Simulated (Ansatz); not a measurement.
CH₅ClOSi (SMILES CO[SiH2]Cl)

Input

```
crystal:
  periodic: [false, false, false]
  atoms:
    - {symbol: C, position_ang: [-0.841000, 0.987400, 0.447000]}
    - {symbol: O, position_ang: [0.418200, 0.685500, -0.117200]}
    - {symbol: Si, position_ang: [0.891200, -0.804900, -0.562600]}
    - {symbol: Cl, position_ang: [0.958100, -2.072600, 1.056300]}
    - {symbol: H, position_ang: [-0.939900, 2.072400, 0.489700]}
    - {symbol: H, position_ang: [-0.920800, 0.584000, 1.460600]}
    - {symbol: H, position_ang: [-1.659100, 0.583600, -0.159700]}
    - {symbol: H, position_ang: [2.251500, -0.671700, -1.115300]}
    - {symbol: H, position_ang: [-0.069600, -1.410100, -1.515800]}
basis:
  gaussian: {orbitals: def2-SVP}
hamiltonian: {xc: hf}
accuracy: high
output: {forces: true, orbitals: {seedname: orbitals}}
```

Run with:

```sh
ansatz run job.yaml --threads 1 --pin off --max-ram 2610MiB --events-out events.jsonl --progress --plain --runs-dir runs
```

Geometry: PBE0-D4/def2-TZVP.

All numbers below come from isolated molecule in a Gaussian basis; Hartree-Fock in Ansatz.

What can the converged electron density and electron localisation function tell about the bonding?

C–O (1.41 Å): ρ is about 2 e/Å³ halfway, with its minimum of 1.6 e/Å³ about 0.5 Å from C; the ELF peaks at about 0.90 between the atoms, as expected for a shared but strongly polarised pair.
Si–O (1.63 Å): ρ is about 1.2 e/Å³ halfway; the ELF peaks at about 0.90 between the atoms (a polar covalent bond).
C–H (1.09 Å): the density is about 2 e/Å³ at the midpoint; the ELF climbs to about 1 towards the hydrogen, as it does in any bond to H (a covalent bond by its length).
Si–H (1.47 Å): the density is about 0.81 e/Å³ at the midpoint; the ELF climbs to about 1 towards the hydrogen.

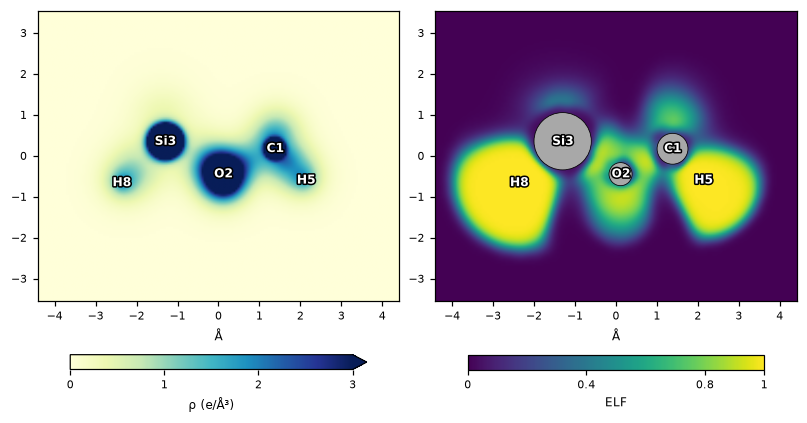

Computed electron density and electron localisation function on the plane of atoms C1, O2 and Si3, in this order. Grey discs cover the atomic cores in the ELF map. 
